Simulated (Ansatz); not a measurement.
# ClH₄NOZn (built from SMILES O.[NH2][Zn][Cl]): search for a transition state, part 2 of 2

Ansatz 0.2.0, Gaussian basis; PBE0-D4. Earlier steps stand in the parts before.

### 7 Relaxing after a step of 0.30 Å one way along the mode

downa/in.yaml reads:

```yaml
crystal:
  periodic: [false, false, false]
  atoms:
    - {symbol: Zn, position_ang: [-0.905546, 0.343758, -0.506559]}
    - {symbol: N, position_ang: [0.973457, -0.412648, -0.389203]}
    - {symbol: Cl, position_ang: [-2.619592, 0.737647, -1.688520]}
    - {symbol: H, position_ang: [0.746557, -0.146992, 0.555225]}
    - {symbol: O, position_ang: [-0.315915, 0.555861, 1.305445]}
    - {symbol: H, position_ang: [1.093777, -1.404265, -0.568423]}
    - {symbol: H, position_ang: [1.747779, 0.071898, -0.828476]}
    - {symbol: H, position_ang: [-0.720518, 0.254740, 2.120511]}
basis:
  gaussian: {orbitals: def2-TZVP}
hamiltonian: {xc: pbe0, dispersion: d4}
relax: {f_tol: 0.005, max_steps: 200}
```

Run with:

```console
> ansatz run in.yaml --threads 8 --pin off --events-out ev --progress --plain --max-ram 19148MiB
```

The program printed:

```text
Functional definition: PBE0
  name "PBE0"
  cite "Adamo & Barone, J. Chem. Phys. 110, 6158 (1999) doi:10.1063/1.478522"
  cite "Perdew, Burke & Ernzerhof, Phys. Rev. Lett. 77, 3865 (1996) doi:10.1103/PhysRevLett.77.3865"
  parent pbe
  parameter a = 0.25
  parameter kappa = 0.804
  parameter beta = 0.06672455060314922
  exchange = (1 - a)*pbe_x(kappa = kappa, mu = beta*pi^2/3) + a*exact_x
  correlation = pbe_c(beta = beta)
1291 factors; their error is unknown
mean field evaluation 1: about -64522.8434 eV, gradient 8.3e1 eV
mean field evaluation 2: about -64492.1164 eV, gradient 1.5e2 eV
mean field evaluation 4: about -64533.7652 eV, gradient 1.0e1 eV
mean field evaluation 8: about -64533.9424 eV, gradient 7.1e-2 eV
mean field evaluation 16: about -64534.0675 eV, gradient 5.2e-5 eV
mean field -64534.06748671 eV, -2371.5832373747 hartree, gradient 5.2e-5 eV, S^2 0.000000; 0 other end points of the search recorded, 0 dependent functions left out
the calculation of the forces begins
reference -64534.06752024 eV, -2371.5832386069 hartree; 33, 33 occupied and 138, 138 virtual orbitals, 1291 factors
relax step   1: F+E_penalty+E_count = -64534.18408105 eV  Δ(F+E_penalty+E_count) = +0.000e0 eV  max|allowed force component| = 3.521e0 eV/Å  Δτ_max = 0.0000 Å  (29 SCF iters, accepted)
these checks for a lower state are left out or cut short: starts, cluster_reference, orbital_swaps, neighbouring_geometries, increment
1291 factors; their error is unknown
mean field -64534.32959054 eV, -2371.5928695126 hartree, gradient 9.8e-6 eV, S^2 0.000000; 0 other end points of the search recorded, 0 dependent functions left out
the calculation of the forces begins
reference -64534.32962398 eV, -2371.5928707416 hartree; 33, 33 occupied and 138, 138 virtual orbitals, 1291 factors
relax step   2: F+E_penalty+E_count = -64534.44542770 eV  Δ(F+E_penalty+E_count) = -2.613e-1 eV  max|allowed force component| = 7.729e-1 eV/Å  Δτ_max = 0.1610 Å  (31 SCF iters, accepted)
these checks for a lower state are left out or cut short: starts, cluster_reference, orbital_swaps, neighbouring_geometries, increment
1291 factors; their error is unknown
mean field evaluation 32: about -64534.5206 eV, gradient 1.4e-5 eV
mean field -64534.52057435 eV, -2371.5998880381 hartree, gradient 1.4e-5 eV, S^2 0.000000; 0 other end points of the search recorded, 0 dependent functions left out
the calculation of the forces begins
reference -64534.52060769 eV, -2371.5998892634 hartree; 33, 33 occupied and 138, 138 virtual orbitals, 1291 factors
relax step   3: F+E_penalty+E_count = -64534.63692264 eV  Δ(F+E_penalty+E_count) = -1.915e-1 eV  max|allowed force component| = 9.033e-1 eV/Å  Δτ_max = 0.2000 Å  (38 SCF iters, accepted)
these checks for a lower state are left out or cut short: starts, cluster_reference, orbital_swaps, neighbouring_geometries, increment
1291 factors; their error is unknown
mean field -64534.60764074 eV, -2371.6030876692 hartree, gradient 8.7e-6 eV, S^2 0.000000; 0 other end points of the search recorded, 0 dependent functions left out
the calculation of the forces begins
reference -64534.60767447 eV, -2371.6030889085 hartree; 33, 33 occupied and 138, 138 virtual orbitals, 1291 factors
relax step   4: F+E_penalty+E_count = -64534.72362861 eV  Δ(F+E_penalty+E_count) = -8.671e-2 eV  max|allowed force component| = 1.603e0 eV/Å  Δτ_max = 0.1969 Å  (32 SCF iters, accepted)
these checks for a lower state are left out or cut short: starts, cluster_reference, orbital_swaps, neighbouring_geometries, increment
1291 factors; their error is unknown
mean field -64534.67166565 eV, -2371.6054405411 hartree, gradient 2.2e-5 eV, S^2 0.000000; 0 other end points of the search recorded, 0 dependent functions left out
the calculation of the forces begins
reference -64534.67169939 eV, -2371.6054417809 hartree; 33, 33 occupied and 138, 138 virtual orbitals, 1291 factors
relax step   5: F+E_penalty+E_count = -64534.78775180 eV  Δ(F+E_penalty+E_count) = -6.412e-2 eV  max|allowed force component| = 1.431e0 eV/Å  Δτ_max = 0.0808 Å  (31 SCF iters, accepted)
these checks for a lower state are left out or cut short: starts, cluster_reference, orbital_swaps, neighbouring_geometries, increment
1291 factors; their error is unknown
mean field -64534.72313433 eV, -2371.6073319801 hartree, gradient 2.0e-5 eV, S^2 0.000000; 0 other end points of the search recorded, 0 dependent functions left out
the calculation of the forces begins
reference -64534.72316823 eV, -2371.6073332262 hartree; 33, 33 occupied and 138, 138 virtual orbitals, 1291 factors
relax step   6: F+E_penalty+E_count = -64534.83960980 eV  Δ(F+E_penalty+E_count) = -5.186e-2 eV  max|allowed force component| = 6.427e-1 eV/Å  Δτ_max = 0.1036 Å  (30 SCF iters, accepted)
these checks for a lower state are left out or cut short: starts, cluster_reference, orbital_swaps, neighbouring_geometries, increment
1291 factors; their error is unknown
mean field -64534.74361335 eV, -2371.6080845703 hartree, gradient 2.3e-5 eV, S^2 0.000000; 0 other end points of the search recorded, 0 dependent functions left out
the calculation of the forces begins
reference -64534.74364751 eV, -2371.6080858255 hartree; 33, 33 occupied and 138, 138 virtual orbitals, 1291 factors
relax step   7: F+E_penalty+E_count = -64534.86068609 eV  Δ(F+E_penalty+E_count) = -2.108e-2 eV  max|allowed force component| = 1.425e-1 eV/Å  Δτ_max = 0.1311 Å  (30 SCF iters, accepted)
these checks for a lower state are left out or cut short: starts, cluster_reference, orbital_swaps, neighbouring_geometries, increment
1291 factors; their error is unknown
mean field evaluation 64: about -64534.7466 eV, gradient 8.5e-5 eV
mean field -64534.74659792 eV, -2371.6081942513 hartree, gradient 1.7e-5 eV, S^2 0.000000; 0 other end points of the search recorded, 0 dependent functions left out
the calculation of the forces begins
reference -64534.74663210 eV, -2371.6081955073 hartree; 33, 33 occupied and 138, 138 virtual orbitals, 1291 factors
relax step   8: F+E_penalty+E_count = -64534.86390796 eV  Δ(F+E_penalty+E_count) = -3.222e-3 eV  max|allowed force component| = 2.169e-1 eV/Å  Δτ_max = 0.0665 Å  (32 SCF iters, accepted)
these checks for a lower state are left out or cut short: starts, cluster_reference, orbital_swaps, neighbouring_geometries, increment
1291 factors; their error is unknown
mean field -64534.74837502 eV, -2371.6082595584 hartree, gradient 1.6e-5 eV, S^2 0.000000; 0 other end points of the search recorded, 0 dependent functions left out
the calculation of the forces begins
reference -64534.74840922 eV, -2371.6082608154 hartree; 33, 33 occupied and 138, 138 virtual orbitals, 1291 factors
relax step   9: F+E_penalty+E_count = -64534.86597641 eV  Δ(F+E_penalty+E_count) = -2.068e-3 eV  max|allowed force component| = 4.704e-2 eV/Å  Δτ_max = 0.0331 Å  (32 SCF iters, accepted)
these checks for a lower state are left out or cut short: starts, cluster_reference, orbital_swaps, neighbouring_geometries, increment
1291 factors; their error is unknown
mean field -64534.74866097 eV, -2371.6082700670 hartree, gradient 1.6e-5 eV, S^2 0.000000; 0 other end points of the search recorded, 0 dependent functions left out
the calculation of the forces begins
reference -64534.74869519 eV, -2371.6082713246 hartree; 33, 33 occupied and 138, 138 virtual orbitals, 1291 factors
relax step  10: F+E_penalty+E_count = -64534.86637890 eV  Δ(F+E_penalty+E_count) = -4.025e-4 eV  max|allowed force component| = 3.237e-2 eV/Å  Δτ_max = 0.0194 Å  (31 SCF iters, accepted)
these checks for a lower state are left out or cut short: starts, cluster_reference, orbital_swaps, neighbouring_geometries, increment
1291 factors; their error is unknown
mean field -64534.74867620 eV, -2371.6082706267 hartree, gradient 1.6e-5 eV, S^2 0.000000; 0 other end points of the search recorded, 0 dependent functions left out
the calculation of the forces begins
reference -64534.74871042 eV, -2371.6082718843 hartree; 33, 33 occupied and 138, 138 virtual orbitals, 1291 factors
relax step  11: F+E_penalty+E_count = -64534.86645465 eV  Δ(F+E_penalty+E_count) = -7.575e-5 eV  max|allowed force component| = 1.985e-2 eV/Å  Δτ_max = 0.0103 Å  (33 SCF iters, accepted)
these checks for a lower state are left out or cut short: starts, cluster_reference, orbital_swaps, neighbouring_geometries, increment
1291 factors; their error is unknown
mean field -64534.74870832 eV, -2371.6082718069 hartree, gradient 1.6e-5 eV, S^2 0.000000; 0 other end points of the search recorded, 0 dependent functions left out
the calculation of the forces begins
reference -64534.74874254 eV, -2371.6082730646 hartree; 33, 33 occupied and 138, 138 virtual orbitals, 1291 factors
relax step  12: F+E_penalty+E_count = -64534.86648289 eV  Δ(F+E_penalty+E_count) = -2.824e-5 eV  max|allowed force component| = 9.963e-3 eV/Å  Δτ_max = 0.0053 Å  (34 SCF iters, accepted)
these checks for a lower state are left out or cut short: starts, cluster_reference, orbital_swaps, neighbouring_geometries, increment
1291 factors; their error is unknown
mean field evaluation 96: about -64534.6229 eV, gradient 3.6e-1 eV
mean field -64534.74872642 eV, -2371.6082724723 hartree, gradient 1.6e-5 eV, S^2 0.000000; 0 other end points of the search recorded, 0 dependent functions left out
the calculation of the forces begins
reference -64534.74876065 eV, -2371.6082737299 hartree; 33, 33 occupied and 138, 138 virtual orbitals, 1291 factors
relax step  13: F+E_penalty+E_count = -64534.86649465 eV  Δ(F+E_penalty+E_count) = -1.176e-5 eV  max|allowed force component| = 9.062e-4 eV/Å  Δτ_max = 0.0042 Å  (34 SCF iters, accepted)
these checks for a lower state are left out or cut short: starts, cluster_reference, orbital_swaps, neighbouring_geometries, increment
1291 factors; their error is unknown
mean field -64534.74872642 eV, -2371.6082724722 hartree, gradient 1.6e-5 eV, S^2 0.000000; 0 other end points of the search recorded, 0 dependent functions left out
the calculation of the forces begins
reference -64534.74876064 eV, -2371.6082737298 hartree; 33, 33 occupied and 138, 138 virtual orbitals, 1291 factors
relax step  14: F+E_penalty+E_count = -64534.86650093 eV  Δ(F+E_penalty+E_count) = -6.279e-6 eV  max|allowed force component| = 1.918e-3 eV/Å  Δτ_max = 0.0065 Å  (33 SCF iters, accepted)
1291 factors; their error is unknown
mean field evaluation 128: about -64534.7487 eV, gradient 2.9e-3 eV
mean field -64534.74872642 eV, -2371.6082724722 hartree, gradient 1.6e-5 eV, S^2 0.000000; 1 other end points of the search recorded, 0 dependent functions left out
the calculation of the forces begins
reference -64534.74876064 eV, -2371.6082737298 hartree; 33, 33 occupied and 138, 138 virtual orbitals, 1291 factors
Total energy: -64534.86653516 eV, -2371.6126018633 hartree
Atom 0 at    -0.936296     0.342821    -0.035060 Å, force     0.001755    -0.000861     0.001195 eV/Å
Atom 1 at     0.988631    -0.434838    -0.523087 Å, force     0.001918    -0.000069    -0.000459 eV/Å
Atom 2 at    -2.139248     0.560255    -1.791801 Å, force    -0.000559     0.000273    -0.000736 eV/Å
Atom 3 at     1.449112    -0.495195     0.379762 Å, force    -0.001119     0.000141    -0.000756 eV/Å
Atom 4 at    -0.580745     0.441759     1.741751 Å, force    -0.001436     0.000510    -0.000960 eV/Å
Atom 5 at     0.967605    -1.356683    -0.942751 Å, force    -0.000411     0.001635     0.000927 eV/Å
Atom 6 at     1.534068     0.166543    -1.129073 Å, force    -0.001072    -0.001158     0.000492 eV/Å
Atom 7 at    -1.283128     0.775337     2.300259 Å, force     0.000924    -0.000471     0.000297 eV/Å
Dipole moment:     0.875168    -0.322934     0.009776 e Å
```

It took 19 s on 8 threads of Intel Xeon 6975P-C, shared host.

Step by step:

```
step  energy from step 1 (eV)  largest force component (eV/Å)
   1                   0.0000                          3.5211
   2                  -0.2613                          0.7729
   3                  -0.4528                          0.9033
   4                  -0.5395                          1.6029
   5                  -0.6037                          1.4313
   6                  -0.6555                          0.6427
   7                  -0.6766                          0.1425
   8                  -0.6798                          0.2169
   9                  -0.6819                          0.0470
  10                  -0.6823                          0.0324
  11                  -0.6824                          0.0199
  12                  -0.6824                          0.0100
  13                  -0.6824                          0.0009
  14                  -0.6824                          0.0019
```

Distances of close pairs at the start and the end, largest changes first:

```
   bond  before (Å)  after (Å)  change (Å)
 Zn1–N2       2.029      2.133      +0.104
 Zn1–O5       1.917      1.815      -0.103
Zn1–Cl3       2.119      2.140      +0.021
  N2–H4       1.007      1.015      +0.008
  N2–H6       1.015      1.013      -0.002
  O5–H8       0.958      0.957      -0.001
  N2–H7       1.014      1.013      -0.000
```

### 8 Relaxing after a step of 0.30 Å the other way along the mode

downb/in.yaml reads:

```yaml
crystal:
  periodic: [false, false, false]
  atoms:
    - {symbol: Zn, position_ang: [-0.767931, 0.258226, -0.728801]}
    - {symbol: N, position_ang: [0.977086, -0.451584, -0.496351]}
    - {symbol: Cl, position_ang: [-2.625416, 0.750303, -1.639243]}
    - {symbol: H, position_ang: [0.424903, 0.066194, 1.014671]}
    - {symbol: O, position_ang: [-0.244942, 0.566425, 1.319037]}
    - {symbol: H, position_ang: [1.112027, -1.434059, -0.674019]}
    - {symbol: H, position_ang: [1.749095, 0.046892, -0.913459]}
    - {symbol: H, position_ang: [-0.624822, 0.197604, 2.118165]}
basis:
  gaussian: {orbitals: def2-TZVP}
hamiltonian: {xc: pbe0, dispersion: d4}
relax: {f_tol: 0.005, max_steps: 200}
```

Run with:

```console
> ansatz run in.yaml --threads 8 --pin off --events-out ev --progress --plain --max-ram 19148MiB
```

The program printed (excerpt; [...] marks lines left out):

```text
[... 5 set-up lines as earlier in the session ...]
[...]
1291 factors; their error is unknown
[...]
mean field -64533.67662544 eV, -2371.5688734880 hartree, gradient 2.4e-5 eV, S^2 0.000000; 0 other end points of the search recorded, 0 dependent functions left out
[...]
reference -64533.67665817 eV, -2371.5688746906 hartree; 33, 33 occupied and 138, 138 virtual orbitals, 1291 factors
relax step   1: F+E_penalty+E_count = -64533.79267244 eV  Δ(F+E_penalty+E_count) = +0.000e0 eV  max|allowed force component| = 5.318e0 eV/Å  Δτ_max = 0.0000 Å  (28 SCF iters, accepted)
[...]
reference -64534.13682347 eV, -2371.5857854535 hartree; 33, 33 occupied and 138, 138 virtual orbitals, 1291 factors
Total energy: -64534.25288448 eV, -2371.5900506169 hartree
Atom 0 at    -0.651137     0.172807    -0.782338 Å, force     0.001307    -0.000275     0.000310 eV/Å
Atom 1 at     1.057057    -0.565280    -0.586900 Å, force     0.001258    -0.000872    -0.002385 eV/Å
Atom 2 at    -2.601030     0.711758    -1.407193 Å, force    -0.000397     0.000029     0.000035 eV/Å
Atom 3 at     0.424138     0.051461     1.285786 Å, force    -0.001853     0.001777     0.000013 eV/Å
Atom 4 at    -0.331257     0.667558     1.362263 Å, force     0.000819    -0.001009     0.000662 eV/Å
Atom 5 at     1.186769    -1.463123    -1.036622 Å, force    -0.000262     0.001957     0.000856 eV/Å
Atom 6 at     1.803620     0.027591    -0.931462 Å, force    -0.001210    -0.001431     0.000780 eV/Å
Atom 7 at    -0.888160     0.397229     2.096466 Å, force     0.000338    -0.000177    -0.000272 eV/Å
Dipole moment:     0.487884    -0.287826     0.421337 e Å
```

Wall time 18 s (8 threads of Intel Xeon 6975P-C, shared host).

Relaxation path:

```
step  energy from step 1 (eV)  largest force component (eV/Å)
   1                   0.0000                          5.3181
   2                  -0.4179                          0.7442
   3                  -0.4417                          0.3828
   4                  -0.4438                          0.3211
   5                  -0.4513                          0.1662
   6                  -0.4557                          0.1385
   7                  -0.4588                          0.0407
   8                  -0.4594                          0.0514
   9                  -0.4595                          0.0577
  10                  -0.4592                          0.1813
  11                  -0.4600                          0.0215
  12                  -0.4601                          0.0111
  13                  -0.4600                          0.0283
  14                  -0.4602                          0.0059
  15                  -0.4602                          0.0056
  16                  -0.4602                          0.0024
```

Close pairs (by a distance rule), those that changed most:

```
   bond  before (Å)  after (Å)  change (Å)
 Zn1–O5       2.136      2.224      +0.088
  H4–O5       0.890      0.978      +0.088
 Zn1–N2       1.898      1.871      -0.027
Zn1–Cl3       2.126      2.117      -0.009
  N2–H6       1.007      1.013      +0.005
  N2–H7       1.009      1.014      +0.005
  O5–H8       0.959      0.960      +0.002
```

### 9 The three structures

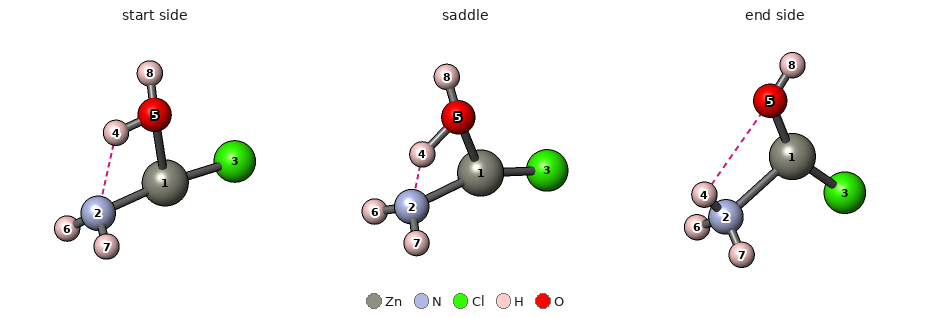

The minimum on the start side, the saddle and the minimum on the end side; broken lines join the pairs that change, where they aren't drawn as bonds.

```
  pair  start side (Å)  saddle (Å)  end side (Å)
Zn1–O5           2.224       2.025         1.815
 N2–H4           2.071       1.346         1.015
Zn1–N2           1.871       1.963         2.133
 H4–O5           0.978       1.179         2.618
```

### 10 What came out

This closing draws on all 2 parts.

```
                       quantity                                                          value
                 imaginary mode                                                     1011i cm⁻¹
    barrier from the start side                                                   4.5 kcal/mol
      barrier from the end side                                                  18.6 kcal/mol
             energy of the step                                                 -14.2 kcal/mol
              pairs that change  Zn1–O5 tightened, N2–H4 formed, Zn1–N2 loosened, H4–O5 broken
zero-point energy at the saddle                                                       1.306 eV
```

In words: One imaginary mode, 1011i cm⁻¹, makes this a first-order saddle. The two relaxations end on the structures that were planned. A bond meant to break is only loosened at the end: the products stay bound as an adduct. At PBE0-D4/def2-TZVP the electronic barrier is 4.5 kcal/mol, about 8 kT at 298 K, and the step runs 14.2 kcal/mol downhill. The barrier is thin enough for tunnelling; the leading (Wigner) term alone is a factor of 2.0 at 298 K. A step off the saddle overshot and began above it in energy, so the link to its end is likely but not proven. Lower complexes than these ends may exist.
